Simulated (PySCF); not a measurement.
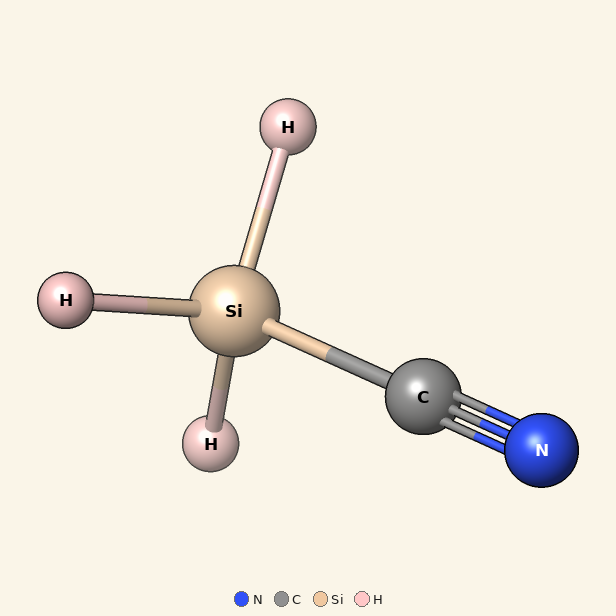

Depth is shown by fading: the farther an atom, the more it takes the colour of the background. The geometry was computed by an optimisation with PBE0-D3(BJ)/def2-SVP. No frequency run is at hand to confirm it as a minimum.

List the symmetry elements and name the point group.

Answer. It has 1 C3 axis and 3 mirror planes, so the point group is C3v. The group has 6 operations. The geometry is achiral, and symmetry allows a dipole moment.
